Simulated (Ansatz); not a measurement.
## Electronic structure of AlH3···HBr in real space

Input

```
crystal:
  periodic: [false, false, false]
  atoms:
    - { symbol: Al, position_ang: [0.0, 0.0, 0.0] }
    - { symbol: H, position_ang: [0.0, 0.0, 1.91] }
    - { symbol: H, position_ang: [1.351, 0.0, -0.78] }
    - { symbol: H, position_ang: [-1.351, 0.0, -0.78] }
    - { symbol: Br, position_ang: [0.1133, -2.5693, 0.8545] }
    - { symbol: H, position_ang: [0.0424, -0.9624, 2.0002] }
basis:
  gaussian: { orbitals: def2-SVP }
hamiltonian:
  xc: pbe0
  dispersion: d4
relax:
  f_tol: 0.15
  max_steps: 25
  restrain:
    - { distance: [0, 4], at: 3.61, k: 30.0 }
    - { distance: [5, 1], at: 1.86, k: 30.0 }
    - { distance: [0, 1], at: 1.56, k: 30.0 }
    - { distance: [5, 4], at: 1.55, k: 30.0 }
output:
  orbitals: {}
```

Launched as:

```sh
ansatz run input.yaml --threads 1 --pin off --max-ram 2048MiB --backend cpu --events-out ev --progress --plain --runs-dir out
```

The fields are those of the run's last geometry, not of the input's.

Not at a stationary point (largest force 1.4 eV/Å).

All numbers below come from Ansatz, RKS PBE0-D4/def2-SVP.

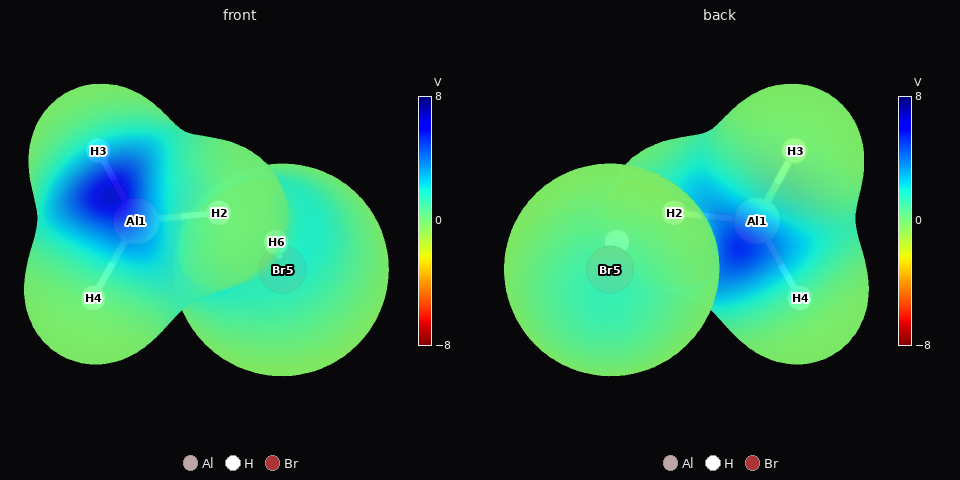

Figure 1. The molecular electrostatic potential painted on the density surface at 0.004 e/bohr³, seen from the front and from behind; red is negative and blue positive.

> Where is the surface potential most negative and most positive?

The most negative region (about −0.4 V, or −9 kcal/mol for a unit charge) lies over Br5, the most positive (about +6.0 V, or +138 kcal/mol for a unit charge) over Al1. Br5 shows a σ-hole: about +1.3 V, or +30 kcal/mol for a unit charge at the tip opposite its bond, against about −0.2 V on its flanks.

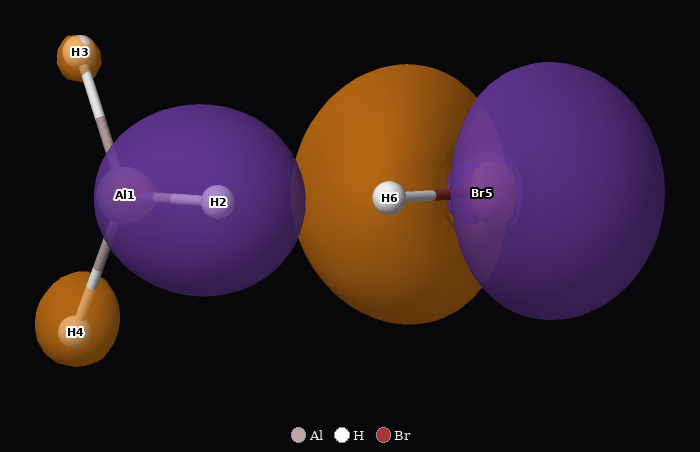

Figure 2. The HOMO−1 at ±0.1 Å⁻³ᐟ² (orange and purple are the two phases), seen across its widest extent.

> Where does this orbital lie, and at what energy?

It lies mainly on Br5 (about 75 %), H2 (about 10 %) and Al1 (about 10 %); largely a lone pair of Br5. Its energy is −8.77 eV.

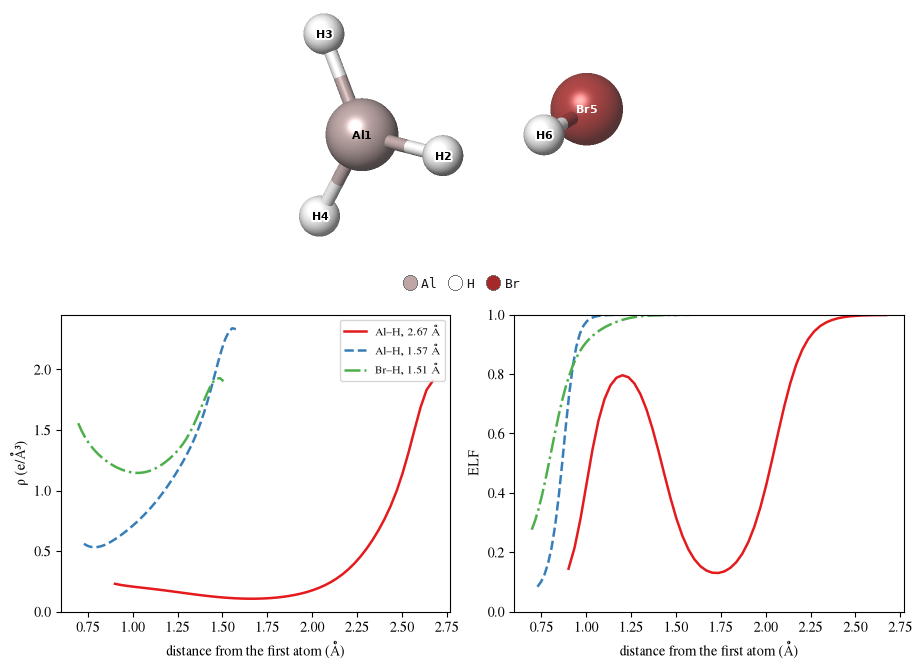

Figure 3. Total electron density and ELF along straight lines between neighbouring atoms. The curves leave out the atomic cores. The structure is drawn too.

> What can be read from the curves?

Al1···H6 (2.67 Å): the density falls to about 0.11 e/Å³ on the way; the ELF dips to about 0.15 between them.
Al–H (1.57 Å): ρ at the midpoint is about 0.53 e/Å³; the ELF climbs to about 1 towards the hydrogen.
Br–H (1.51 Å): the density is about 1.4 e/Å³ at the midpoint; the ELF climbs to about 1 towards the hydrogen.
